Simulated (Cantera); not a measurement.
A closed system holds: 1 mol HF, 0.21 mol O2, held at 0.133 bar.

Method: chemical equilibrium by Gibbs-energy minimisation in Cantera with the NASA 1993 tables (ideal gas, pure condensed phases). Candidate condensed phases: H2O; 22 gas species. Kinetics and transport are ignored.

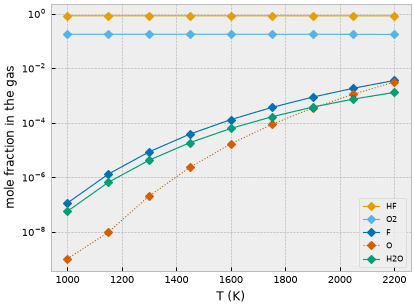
Figure: Equilibrium gas composition (values under 1e-9 drawn at 1e-9)

Question: Read off the mole fractions at 2200 K.

Answer: HF about 0.82, O2 about 0.17, F about 0.0035, O about 0.0031, H2O about 0.0013.
